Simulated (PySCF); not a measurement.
C$_{6}$H$_{5}$ClF$_{4}$O

```xyz
17

O    -0.2013   -1.7118   -0.0391
C    -0.2413   -0.6084    0.4275
C    -1.4723    0.2292    0.5932
C    -2.7070   -0.4855    0.0685
Cl   -4.1654    0.4759    0.4249
C     1.0658    0.0787    0.8899
F     0.7955    1.1599    1.6941
C     1.8305    0.5189   -0.3273
F     1.1530    1.2998   -1.1855
C     3.0835    0.1724   -0.6064
F     3.8134   -0.5892    0.1896
F     3.7555    0.5175   -1.6838
H    -1.3204    1.1802    0.0740
H    -1.5858    0.4694    1.6545
H    -2.6566   -0.6165   -1.0117
H    -2.8287   -1.4571    0.5465
H     1.6743   -0.6214    1.4746
```

Geometry: GFN2-xTB.

These are results of PySCF 2.14.0, PBE0/pcSseg-1, SCF density, gas phase, non-relativistic, not measurements.

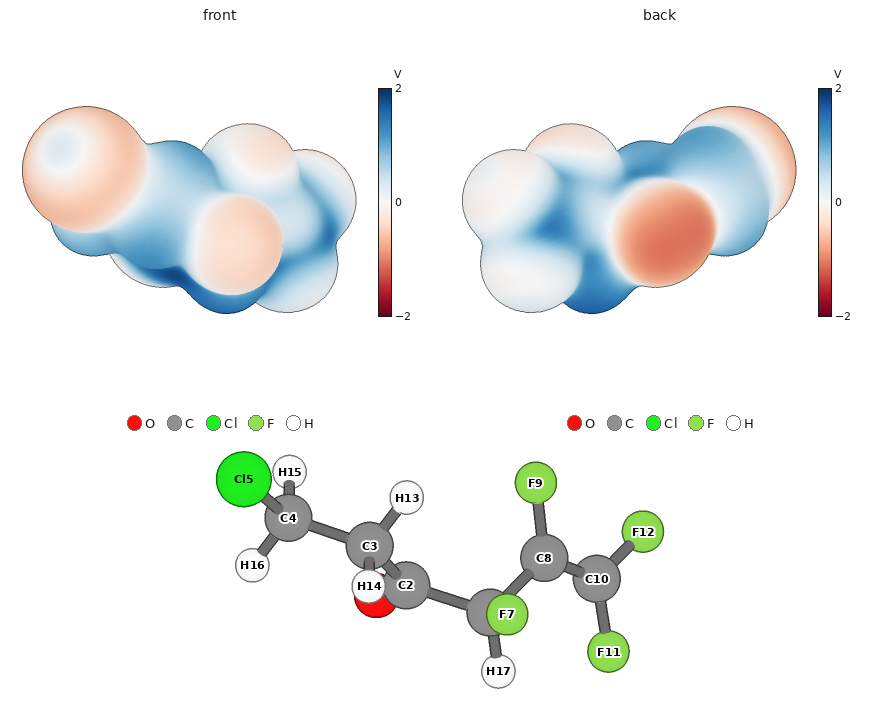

Figure 1. The electrostatic potential painted on the density surface at 0.002 e/bohr³, seen from the front and from behind; red is negative and blue positive. The bare structure is drawn below in the same view.

> Describe the electrostatic potential map.

The most negative region (about −1.1 V, or −25 kcal/mol for a unit charge) lies over O1, the most positive (about +1.7 V, or +39 kcal/mol for a unit charge) over C2 and C6. Cl5 shows a σ-hole: about +0.2 V at the tip opposite its bond, against about −0.5 V, or −12 kcal/mol for a unit charge on its flanks. O1 is the likeliest acceptor of a hydrogen bond.

> How polar is the molecule by this calculation?

Its dipole moment is 1.62 D.

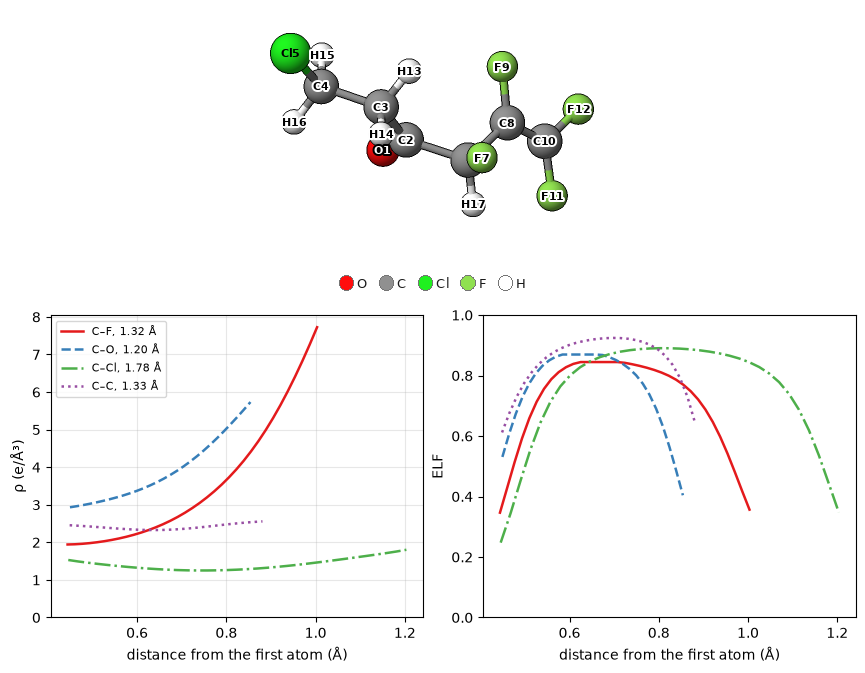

Figure 2. Electron density and electron localisation function along straight lines between neighbouring atoms. The curves leave out the atomic cores. The structure is drawn too.

> What can be read from the curves?

C–F (1.32 Å): ρ is about 2.5 e/Å³ halfway; the ELF peaks at about 0.85 between the atoms; a shared but strongly polarised pair.
C–O (1.20 Å): the density is about 3.4 e/Å³ at the midpoint; the ELF peaks at about 0.85 between the atoms; a multiple bond.
C–Cl (1.78 Å): ρ at the midpoint is about 1.3 e/Å³; the ELF peaks at about 0.90 between the atoms, as expected for a shared electron pair.
C–C (1.33 Å): ρ is about 2.3 e/Å³ halfway; the ELF peaks at about 0.90 between the atoms: a short, multiple covalent bond.
